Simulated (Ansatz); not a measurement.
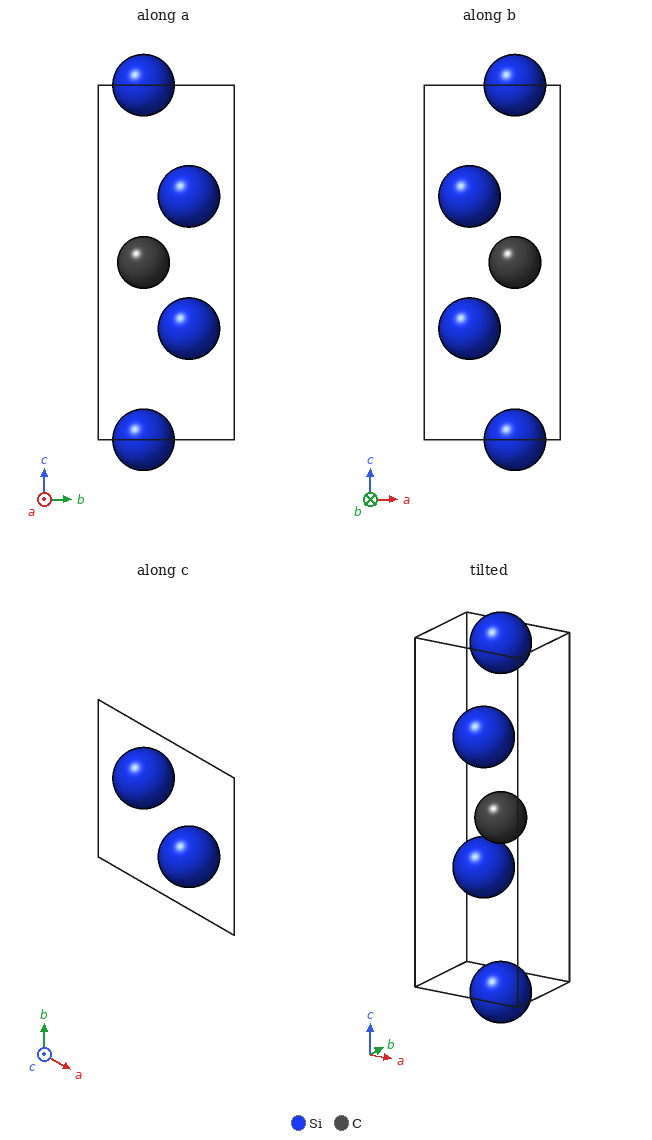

View along the a axis, along the b axis, along the c axis and slightly off an axis, drawn as a spheres-only model. The frame is the conventional unit cell; atoms at its boundary are shown with their periodic copies.

Lattice parameters: a = 2.9040 Å, b = 2.9040 Å, c = 6.5489 Å, α = 90.000°, β = 90.000°, γ = 120.000°.

Give the structure in the form of a CIF in P1 with every atom of the cell, with free fractional coordinates to two decimals.

```cif
data_structure
_symmetry_space_group_name_H-M 'P 1'
_symmetry_Int_Tables_number 1
_cell_length_a 2.9040
_cell_length_b 2.9040
_cell_length_c 6.5489
_cell_angle_alpha 90.000
_cell_angle_beta 90.000
_cell_angle_gamma 120.000
_cell_volume 47.83
loop_
_atom_site_label
_atom_site_type_symbol
_atom_site_fract_x
_atom_site_fract_y
_atom_site_fract_z
_atom_site_occupancy
Si1 Si 0.3333 0.6667 0.69 1
Si2 Si 0.3333 0.6667 0.31 1
Si3 Si 0.6667 0.3333 0.00 1
C1 C 0.6667 0.3333 0.50 1
```

The model was built from a structure type filled with these elements by a generator (whether the compound takes this form wasn't checked). Earlier steps of the study may have refined or changed the cell and positions. A calculation with Ansatz used it as input.
